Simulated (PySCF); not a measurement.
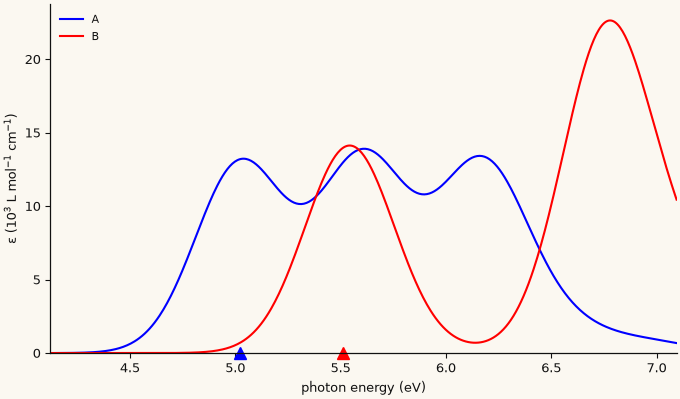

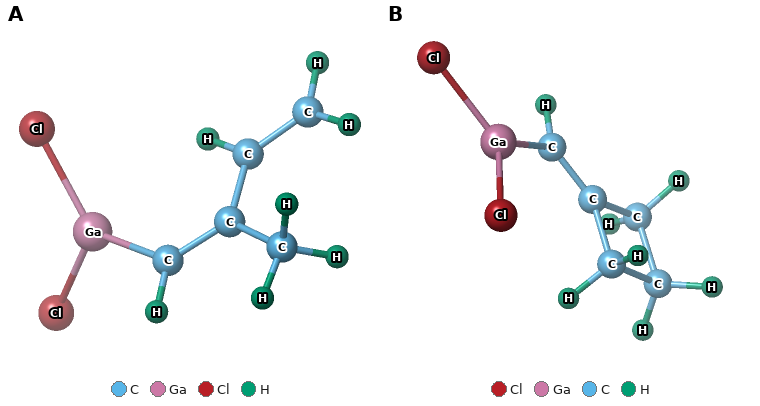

Related molecules: A is C₅H₇Cl₂Ga, SMILES C=C/C(C)=[CH]\[Ga]([Cl])[Cl], singlet; B is C₅H₇Cl₂Ga, SMILES [Cl][Ga]([Cl])[CH]=C1CCC1, singlet. Vertical TDDFT absorption, CAM-B3LYP/def2-SVPD, PySCF, at a GFN2-xTB geometry (no frequency check); Gaussians of 1/e half-width 0.30 eV, triangles mark S1, and the range ends where the computed states of one molecule run out.

**How does the lowest singlet move?**

A: 5.02 eV (f = 0.239, mainly HOMO → LUMO (87 %)); B: 5.51 eV (f = 0.003, mainly HOMO−1 → LUMO (95 %)) (S2 lies within 0.06 eV, too close to order). From A to B it shifts 0.49 eV to the blue, but one of these states is bright and the other nearly dark, so it isn't one band that moves.

**And the brightest state of each within the range drawn?**

A: S2 at 5.61 eV, f = 0.24; B: S5 at 6.76 eV, f = 0.40.

Caveats, for all or some of the runs: core orbitals are frozen in the response; one conformer of a flexible molecule; the tight-binding geometry is rougher than a DFT one and adds to the error.
